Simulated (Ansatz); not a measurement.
**C$_{7}$H$_{10}$F$_{3}$InO$_{2}$ (SMILES CC1=CC(C(F)(F)F)=[O+][In-]([CH3])([CH3])[O]1): density, localisation and related maps**

Input file:

```
crystal:
  periodic: [false, false, false]
  atoms:
    - {symbol: C, position_ang: [-1.111867, -2.842775, 0.724160]}
    - {symbol: C, position_ang: [-0.640088, -1.464803, 0.371103]}
    - {symbol: C, position_ang: [-1.602692, -0.492592, 0.027389]}
    - {symbol: C, position_ang: [-1.320409, 0.816730, -0.321208]}
    - {symbol: C, position_ang: [-2.499002, 1.743537, -0.667158]}
    - {symbol: F, position_ang: [-3.688052, 1.141401, -0.584655]}
    - {symbol: F, position_ang: [-2.517920, 2.789100, 0.160943]}
    - {symbol: F, position_ang: [-2.367055, 2.206979, -1.911035]}
    - {symbol: O, position_ang: [-0.212755, 1.404289, -0.406464]}
    - {symbol: In, position_ang: [1.757731, 0.529007, -0.025580]}
    - {symbol: C, position_ang: [2.525065, 0.160930, -1.980749]}
    - {symbol: C, position_ang: [2.265109, 1.258440, 1.912740]}
    - {symbol: O, position_ang: [0.603405, -1.283859, 0.409291]}
    - {symbol: H, position_ang: [-0.750100, -3.096109, 1.723310]}
    - {symbol: H, position_ang: [-0.662736, -3.557857, 0.030612]}
    - {symbol: H, position_ang: [-2.195648, -2.938232, 0.692590]}
    - {symbol: H, position_ang: [-2.638792, -0.792624, 0.038123]}
    - {symbol: H, position_ang: [3.504360, 0.614919, -2.130808]}
    - {symbol: H, position_ang: [1.827573, 0.568979, -2.713461]}
    - {symbol: H, position_ang: [2.607105, -0.915945, -2.135754]}
    - {symbol: H, position_ang: [1.490656, 1.953470, 2.239804]}
    - {symbol: H, position_ang: [3.227820, 1.769079, 1.921200]}
    - {symbol: H, position_ang: [2.303092, 0.420937, 2.611006]}
basis:
  gaussian: {orbitals: def2-TZVPP}
hamiltonian: {xc: pbe0, dispersion: d4}
output: {orbitals: {seedname: orbitals}}
```

Run with:

```sh
ansatz run in.yaml --threads 11 --pin off --events-out ev --progress --plain --max-ram 120832MiB --backend cuda --devices 0, --max-vram 75GiB
```

Geometry: PBE0-D4/def2-TZVP; core potentials replace the inner electrons of In.

Method: RKS PBE0-D4/def2-TZVPP (Ansatz 0.2.0).

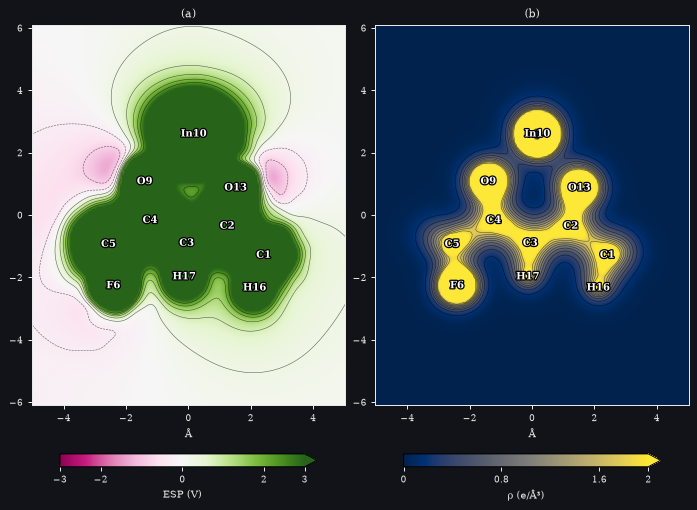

Figure 1. (a) molecular electrostatic potential; (b) electron density on the plane of atoms C2, C1 and H16.

Q: Describe what can be read from this map.

A:
- The section cuts through C, F, O, In and H sites.
- C–O (1.26 Å): ρ is about 3 e/Å³ halfway.
- C–F (1.34 Å): the density is about 2.4 e/Å³ at the midpoint.
- C–C (1.38 Å): ρ at the midpoint is about 2.2 e/Å³.
- In–O (2.19 Å): ρ is about 0.47 e/Å³ halfway.
- C–H (1.08 Å): ρ is about 2.1 e/Å³ halfway.
- Outside the dense part of the molecule the potential is most negative (−1.3 V) near O13.

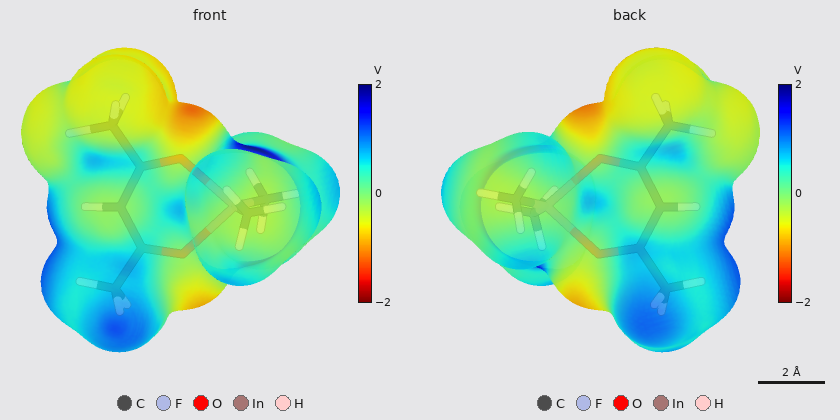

Figure 2. The electrostatic potential painted on the density surface at 0.002 e/bohr³, seen from the front and from behind; the colour scale runs from red (negative) to blue (positive).

Q: Where is the surface potential most negative and most positive?

A: The most negative region (about −1.1 V, or −25 kcal/mol for a unit charge) lies over O9, the most positive (about +1.8 V, or +42 kcal/mol for a unit charge) over In10. O9 is the likeliest acceptor of a hydrogen bond.

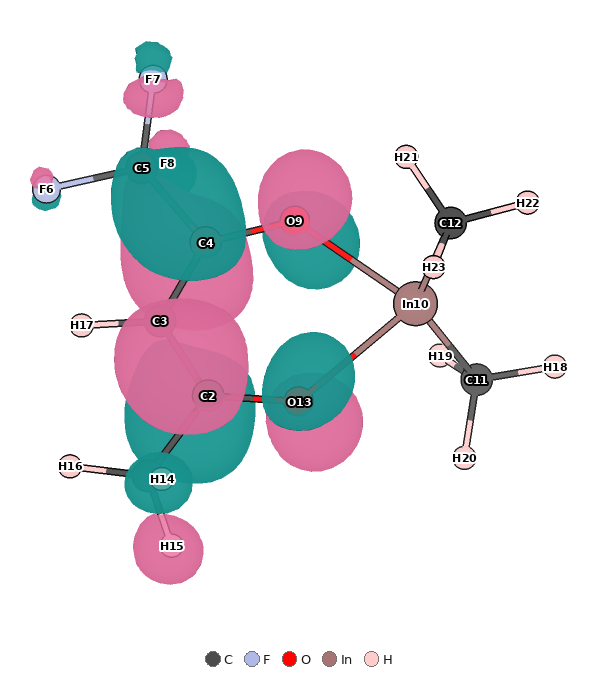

Figure 3. One frontier orbital at ±0.1 Å⁻³ᐟ² (teal and pink are the two phases), seen at an oblique angle.

Q: Which orbital is it: HOMO or LUMO?

A: The LUMO, at −1.95 eV. Its weight (Hirshfeld) is mainly on C4 (about 25 %), C2 (about 25 %), O9 (about 15 %), O13 (about 15 %) and C3 (about 10 %).

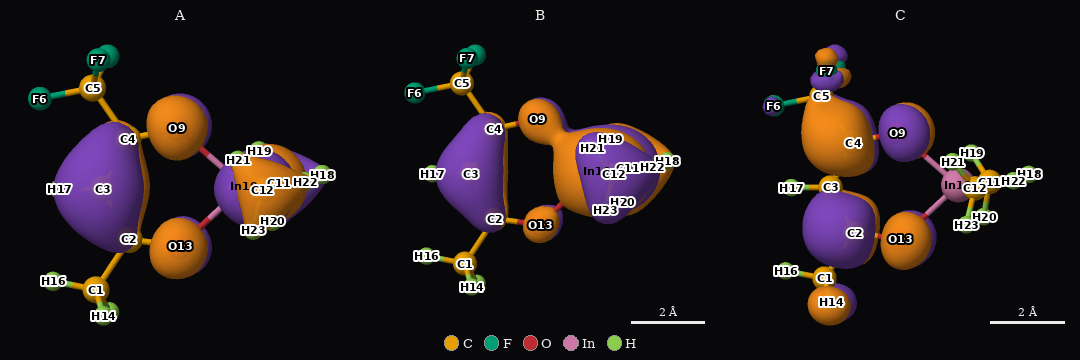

Figure 4. Three frontier orbitals at ±0.08 Å⁻³ᐟ² (orange and purple are the two phases), in no order.

Q: Order the three orbitals by energy and name them.

A: B is the HOMO−1 (−7.81 eV). By Hirshfeld shares it lies mainly on C11 (about 20 %), C12 (about 20 %), In10 (about 15 %) and C3 (about 15 %). A is the HOMO (−7.08 eV). By Hirshfeld shares it lies mainly on C3 (about 25 %), O9 (about 15 %), O13 (about 10 %), C12 (about 10 %), C11 (about 10 %) and C4 (about 10 %). C is the LUMO (−1.95 eV). By Hirshfeld shares it lies mainly on C4 (about 25 %), C2 (about 25 %), O9 (about 15 %), O13 (about 15 %) and C3 (about 10 %).

Q: What is the HOMO–LUMO gap?

A: 5.13 eV between the orbital energies.
